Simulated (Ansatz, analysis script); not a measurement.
# NiO: exchange from constrained states, part 2 of 2

Aim: the energy that it costs to turn one moment of NiO against the others.

Ansatz 0.2.0; LDA with U = 6 eV on Ni d (ortho-atomic projectors), PAW set soft_1 (files made for PBE).

So far. Step 2 (Collinear start 1: antiferro q=(0,1/2,1/2) +-): It ends antiferromagnetic, with 1.69 μB on the largest site. Step 3 (Collinear start 2: antiferro q=(0,0,1/2) +-): It ends antiferromagnetic, with 1.60 μB on the largest site.

## (5) Constrained states

Level of this step: Ansatz DFT on spinors, a batch of states with constrained moment directions; LDA+U, PAW set soft_1; PAW set soft_1 (Ansatz).

A canted state is in general not stationary, so a lock holds the direction of each moment by a field that the run finds for itself, with a floor under its size so that it cannot collapse. One batch solves all states on one mesh, so that their energies can be subtracted.

The input counts atoms from 0. Atom 1 (Ni) is the turned one, and with it all its lattice images.

input.yaml

```yaml
crystal:
  lattice:
    - [0.0, 2.0859016414, 2.0859016414]
    - [2.0859016414, 0.0, 2.0859016414]
    - [4.1718032828, 4.1718032828, 0.0]
  atoms:
    - { symbol: Ni, position: [0.0, 0.0, 0.0], spin: 1.6, spin_axis: [0.0, 0.0, 1.0] }
    - { symbol: Ni, position: [0.0, 0.0, 0.5], spin: 1.6, spin_axis: [0.0, 0.0, -1.0] }
    - { symbol: O, position: [0.5, 0.5, 0.25] }
    - { symbol: O, position: [0.5, 0.5, 0.75] }
kpoints:
  mp_grid: { grid: [8, 8, 4] }
hamiltonian:
  xc: lda
  hubbard:
    projectors: ortho-atomic
    sites: [{ species: Ni, l: d, u_eff: 6.0 }]
  pseudopotentials: { kind: paw, azcp: { folder: soft_1 }, xc_functional: pbe }
scf:
  occupations: { method: fermi_dirac, width: 0.05 }
  max_iter: 120
  convergence: { dr2_threshold: 1.0e-08 }
basis:
  ecutwfc: 420.0
magnetization:
  noncollinear: true
magnetic_configurations:
  lock: { kind: ray, floor_fraction: 0.25 }
  seed: rotate
  angular_fan:
    site: 1
    rotation_axis: [0, 1, 0]
    angles_deg: [0, 30, 60, 90, 135, 180]
checkpoint:
  read: start
```

Started as:

```console
> ansatz run input.yaml --threads 4 --pin off --max-ram 8192MiB --backend cpu --events-out ev --progress --plain --runs-dir out
```

Numbers of over 12 decimals in the logs are rounded to 6 here.

What it wrote:

```text
Warning: checkpoint.read: spin treatment differs: saved collinear, current noncollinear; the saved charge density seeds this run and the saved magnetisation is carried along the axis that this deck's starting moments share; the saved density holds an absolute magnetisation of 3.5e0 μB; saved orbitals are not carried; the saved PAW projector densities are carried along that axis; the saved DFT+U occupations are carried along that axis
[...]
davidson cushion auto → off  (block headroom 10 ≥ Hubbard manifold empty extent 4; pin scf.eigensolver.cushion to override)
Crystal: 4 atoms, lattice volume = 36.303 Å³
Basis set: ecut = 420 eV, 683 PW (Γ)
Bands: 58, of which v1, the nominal top of the filled ones, is band 48 counted from 1 (47 counted from 0)
Symmetry: 4 space group operations
k-points: 132 of 256 (irreducible under 2 space group operations)
[...]
SCF iter   1: F=-12651.663404 eV  HF=-12651.663404 eV  |F-HF|=3.62e-10  |Δ(HF+E_count)|=         —  Δρ=1.56e-6  dr2=7.79e-10  dr2_m=9.26e-11  ethr=1.19e-6  |M|=1.31e-15 ∫|m|=3.46e0 μB  |m|>n=0.0e0 m-floor=2.5e-3 τ_xc=1.2e-29  β_m=0.30  ⟨swp⟩=2.6  Hψ=77853  notcnv=6
eigensolver tolerance schedule: the retry pair's looser diagonalisation over-reported the residual by 228851.04 of it (diagonalisation noise at an unbounded share of the residual, at the tolerance the schedule requests for it); recorded, not acted on — ethr = c·dr2/N_el stays at c = 1.0e-1
[...]
SCF iter   2: F=-12651.663404 eV  HF=-12651.663404 eV  |F-HF|=1.75e-10  |Δ(HF+E_count)|=   3.67e-8  Δρ=1.06e-6  dr2=2.43e-10  dr2_m=8.10e-11  ethr=4.64e-12 (applied; sched 1.62e-12)  |M|=1.99e-14 ∫|m|=3.46e0 μB  |m|>n=0.0e0 m-floor=2.5e-3 τ_xc=4.1e-27  ⟨swp⟩=5.6  Hψ=30343  notcnv=0  defer=1
SCF 1 converged in 2 iterations: F = -12651.663404 eV  dr2 = 2.43e-10
[...]
── magnetic configuration reference member: converged ──
── magnetic configuration member 1/6: fan1.0 ──
[...]
SCF 1 converged in 2 iterations: F = -12651.663404 eV  dr2 = 8.44e-11
── member 1 fan1.0: converged ──
── magnetic configuration member 2/6: fan1.30 ──
Symmetry: 2 space group operations
k-points: 132 of 256
[...]
Constraint outer step 1 at iter 9: max|Δm| = 1.81e-2 μB  λ_eff = 1.000 eV/μB²  [c0 t0: gradient δμ = +3.622e-2 eV/μB]
[...]
SCF 1 converged in 23 iterations: F = -12651.647389 eV  dr2 = 6.06e-9
[...]
at 3 of the mixer's solves, the last at iteration 17, it left a direction of its history that read negative out of its fit and stepped the other way along it
── member 2 fan1.30: converged ──
── magnetic configuration member 3/6: fan1.60 ──
[...]
SCF 1 converged in 17 iterations: F = -12651.602060 eV  dr2 = 8.40e-10
── member 3 fan1.60: converged ──
── magnetic configuration member 4/6: fan1.90 ──
[...]
SCF 1 converged in 16 iterations: F = -12651.535969 eV  dr2 = 1.02e-9
── member 4 fan1.90: converged ──
── magnetic configuration member 5/6: fan1.135 ──
[...]
SCF 1 converged in 17 iterations: F = -12651.432271 eV  dr2 = 9.04e-11
── member 5 fan1.135: converged ──
── magnetic configuration member 6/6: fan1.180 ──
[...]
SCF 1 converged in 9 iterations: F = -12651.384689 eV  dr2 = 2.39e-9
── member 6 fan1.180: converged ──
SCF converged after 2 iterations
Stability not checked: this state was not tested for a lower state beside it, because a magnetisation constraint still acts at the end of the SCF (magnetization_constraint; see scf.lower_state_search)
Magnetization: |M| = 0.0000 μB,  M = (-0.0000, +0.0000, -0.0000) μB
Absolute magnetization: 3.4550 μB (∫|m|, with the PAW one-centre terms)
  site 0: m = (-0.0000, +0.0000, +1.6001) μB, |m| = 1.6001 μB  (R = 0.86 Å)
  site 1: m = (-0.0000, +0.0000, -1.6001) μB, |m| = 1.6001 μB  (R = 0.86 Å)
  site 2: m = (+0.0000, -0.0000, -0.0000) μB, |m| = 0.0000 μB  (R = 0.86 Å)
  site 3: m = (+0.0000, -0.0000, +0.0000) μB, |m| = 0.0000 μB  (R = 0.86 Å)
--- Magnetisation constraints (ε_frz = 1.0e-4 eV) ---
  site  kind           target                      achieved (μB)             |Δ|max (μB)  g (eV/μB)                     λ_eff  esc  ok   flags
  0     per_site_axis  ê (+0.000, +0.000, +1.000)  (-0.000, +0.000, +1.600)  1.24e-13     (-8.1e-14, +2.5e-13, +0.0e0)  1.000  0    yes
  1     per_site_axis  ê (+0.000, +0.000, -1.000)  (-0.000, +0.000, -1.600)  1.24e-13     (-2.5e-13, +8.1e-14, +0.0e0)  1.000  0    yes
Free energy (F): -12651.663404 eV
[...]
Internal energy: -12651.663404 eV  (E = F + TS)
E sigma→0 (E₀):  -12651.663404 eV
Fermi energy:    13.920036 eV
[...]
--- Hubbard shell moments (per corrected site; Tr N, ν in electrons; μ in μ_B) ---
  shell 0: Tr N=8.3803  μ_S=(-0.0000, +0.0000, +1.5826)  μ_L=(+0.0000, -0.0000, -0.0000)  μ=(+0.0000, -0.0000, +1.5826)  ν=0.0000 along (+0.000, +0.000, +1.000)
  shell 1: Tr N=8.3803  μ_S=(-0.0000, +0.0000, -1.5826)  μ_L=(+0.0000, -0.0000, +0.0000)  μ=(+0.0000, -0.0000, -1.5826)  ν=0.0000 along (-0.000, -0.000, -1.000)
--- Band table (eV; the first three rows and the last of 132) ---
  k-point 0: bands = [... 44 lower, 11.6200, 11.6200, 11.6200, 11.6200, 15.6629, 15.6629, 16.1133, 16.1133, ... 6 higher]
  k-point 1: bands = [... 44 lower, 12.2271, 12.2271, 12.2271, 12.2271, 15.9820, 15.9820, 15.9820, 15.9820, ... 6 higher]
  k-point 2: bands = [... 44 lower, 12.5759, 12.5759, 12.5759, 12.5759, 15.8394, 15.8394, 15.8394, 15.8394, ... 6 higher]
  k-point 131: bands = [... 44 lower, 11.4791, 11.4791, 12.0099, 12.0099, 15.8612, 15.8612, 15.8973, 15.8973, ... 6 higher]
Occupation matrices written to <dir>
--- Magnetic configurations: 6 members + reference (common group order 2, 132 k-points under it; ray lock λ = 1 eV/μ_B², moment radius default, seed rotate, symmetry detected) ---
  F: the free energy, without the constraint's penalty, at the texture the member reached; Δ(F+E_count)@target: (F + electron-count term + first-order target correction) against the reference's — the energy at the target texture, the difference a fit consumes
  member                      status             F (eV) Δ(F+E_count)@target (meV)  max|Δm| μB  max|g| eV/μB  outer  esc   |G|
  reference                converged     -12651.6634040                    +0.000    1.24e-13      2.49e-13      0    0     4
  fan1.0                   converged     -12651.6634040                    -0.000    1.11e-14      2.21e-14      0    0     4
  fan1.30                  converged     -12651.6473886                   +16.069     7.19e-4       3.77e-2      1    0     2
[...]
fan1.90                  converged     -12651.5359689                  +127.477     2.67e-4       8.40e-2      1    0     2
  fan1.135                 converged     -12651.4322714                  +230.967     1.24e-3       6.67e-2      1    0     2
  fan1.180                 converged     -12651.3846886                  +278.715    4.71e-16      9.42e-16      0    0     4
  no lower state was looked for behind 7 of the runs: none is made under a magnetisation constraint held to the close
```

Elapsed: 3.8 min, on 4 threads of Arm Neoverse V1, shared host; peak memory 0.76 GiB; 15 min of CPU time.

The batch gives an energy and a set of moments for each member that converges.

## (6) Energies against angle

All numbers here come from the batch. Energies are free energies plus the run's first-order correction to the targets, less the reference.

```tsv
angle (°)	energy (meV a cell)	turned moment (μB)
0	0.00	1.600
30	16.07	1.604
60	61.46	1.615
90	127.48	1.633
135	230.97	1.663
180	278.71	1.678
```

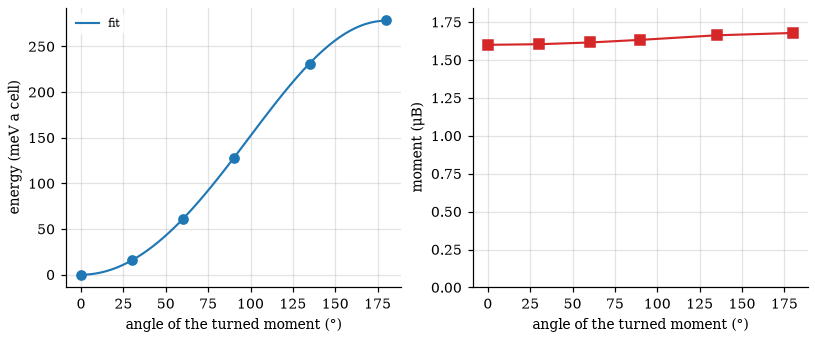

Energy of the cell and size of the turned moment against its angle.

A fit E(θ) = A (1 − cos θ) + B sin²θ to the 5 turned states whose moment kept its size within 15 % gives A = 139 meV and B = -11.5 meV, with an r.m.s. miss of 0.49 meV. A > 0 favours the reference's alignment.

## (7) Outcome

```
energy at 180°     : 279 meV a cell
turned moment      : 1.60 μB at 0°, 1.68 μB at 180°
bilinear term A    : 139 meV
biquadratic term B : -11.5 meV
```

In words: Every turn costs energy, 279 meV a cell at 180°, so the antiferromagnetic reference is stable against this one rotation; no orders other than those typed and the 180° state were run. The turned moment keeps its size within 4.9 %. The biquadratic term is 8.3 % of the bilinear one, so a Heisenberg term alone is not enough; B < 0 softens the collinear states, though not enough for a canted minimum. With two magnetic atoms a cell and E = −Σ J e·e over ordered pairs, the couplings of one atom to all images of the other sum to -69.5 meV. Spin–orbit coupling is switched off, and couplings of the turned atom to its own lattice images don't enter, since these turn with it.

[Logs and program files are shortened in this print: banners, set-up blocks, solver, clock and traceback lines can be left out without a mark of their own.]

[Logs are printed without paths, hosts, clocks, repeated set-up lines and the standing remarks that a program may print on its own settings, such as how far it seeks lower states.]

[Hosts, paths, dates, database ids (printed as entryN), source tags and the programs' standing remarks are cut or masked in the printed files.]
